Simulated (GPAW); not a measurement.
Band structure of Re3Os (P6_3/mmc, 8 atoms in the cell).

```
CELL_PARAMETERS angstrom
      5.53102     0.00000     0.00000
     -2.76551     4.79000     0.00000
      0.00000     0.00000     4.41334
ATOMIC_POSITIONS crystal
  Re 0.83454 0.16546 0.75000
  Re 0.16546 0.83454 0.25000
  Re 0.66908 0.83454 0.25000
  Re 0.33092 0.16546 0.75000
  Re 0.83454 0.66908 0.75000
  Re 0.16546 0.33092 0.25000
  Os 0.66667 0.33333 0.25000
  Os 0.33333 0.66667 0.75000
```

Method of the run: PBEsol, GPAW PAW datasets PBEsol (made by gpaw-setup) (plane waves; GPAW).

Settings: mode = pw; ecut = 600 eV; xc = PBEsol; kpts = 4 4 5; mesh shift (steps) = 0 0 0; occupations.name = methfessel-paxton; occupations.width = 0.136 eV; occupations.order = 0; nbands = -14; convergence.density = 1e-05 e/electron; convergence.energy = 1e-05 eV/electron; symmetry.symmorphic = false; symmetry.tolerance = 0.0005; maxiter = 100.

The starting cell comes from a database of computed structures (which also holds hypothetical and non-ambient phases and stackings), without a prior relaxation at this level. Spin-orbit coupling is off. Spin polarisation is off.

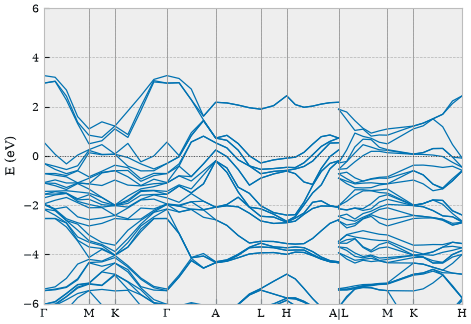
Figure. Bands along the path, energies from the Fermi level.

Levels in eV from the Fermi level, bands 50 to 57:
```json
[
 {"point": "Γ", "50": "-1.08", "51": "-0.72", "52": "-0.72", "53": "-0.31", "54": "-0.31", "55": "0.56", "56": "2.96", "57": "2.96"},
 {"point": "M", "50": "-1.14", "51": "-0.91", "52": "-0.85", "53": "0.13", "54": "0.22", "55": "0.25", "56": "0.49", "57": "0.84"},
 {"point": "K", "50": "-0.60", "51": "-0.60", "52": "-0.38", "53": "0.07", "54": "0.07", "55": "0.08", "56": "1.10", "57": "1.21"},
 {"point": "A", "50": "0.24", "51": "0.53", "52": "0.53", "53": "0.72", "54": "0.72", "55": "0.72", "56": "0.72", "57": "2.18"},
 {"point": "L", "50": "-0.91", "51": "-0.73", "52": "-0.73", "53": "-0.55", "54": "-0.55", "55": "-0.29", "56": "-0.29", "57": "1.90"},
 {"point": "H", "50": "-0.61", "51": "-0.59", "52": "-0.59", "53": "-0.47", "54": "-0.47", "55": "-0.09", "56": "-0.09", "57": "2.44"}
]
```

Bands cross the Fermi level along this path, so the cell is metallic at this level.
